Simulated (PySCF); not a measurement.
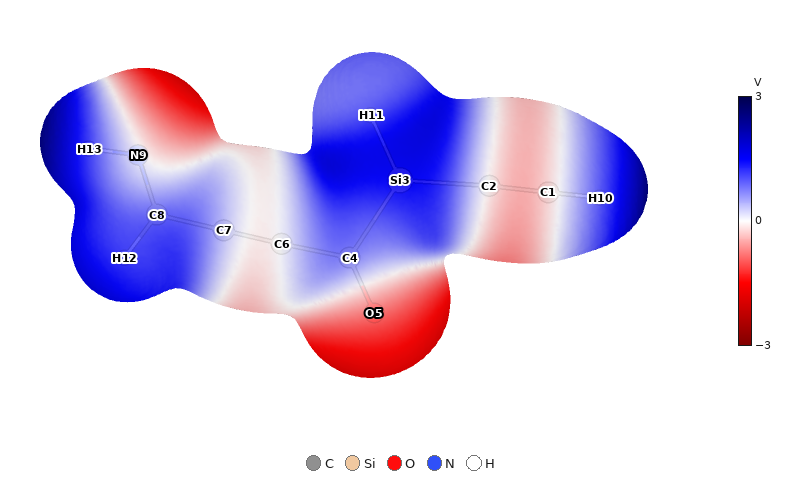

*C₆H₄NOSi (SMILES [H]/N=C/C#CC(=O)[SiH]C#C) (doublet). The electrostatic potential painted on the density surface at 0.004 e/bohr³, seen across its widest extent; the colour scale runs from red (negative) to blue (positive).*

Geometry: GFN2-xTB.

All numbers below come from PySCF, UKS B3LYP, pcH-1 on C H N O Si, non-relativistic, mean-field spin-orbit, GIAO.

```tsv
atom	x (Å)	y (Å)	z (Å)
C	-4.6490	-0.2605	0.3071
C	-3.4571	-0.0711	0.3445
Si	-1.6491	0.1627	0.3308
C	-0.6067	-0.7570	-0.9283
O	-1.0920	-1.5450	-1.7432
C	0.7641	-0.4244	-0.8139
C	1.9315	-0.1102	-0.6965
C	3.2811	0.2550	-0.5587
N	3.6457	1.0411	0.3674
H	-5.6886	-0.4208	0.2819
H	-1.0736	1.0818	1.2939
H	3.9472	-0.1967	-1.3093
H	4.6420	1.2456	0.3841
```

Q: Which sites attract a positive test charge, and which a negative one?

A: A positive charge is drawn to the negative regions and a negative charge to the positive ones. The most negative region (about −1.9 V) lies over O5 and N9, the most positive (about +2.5 V) over H10 and H13.
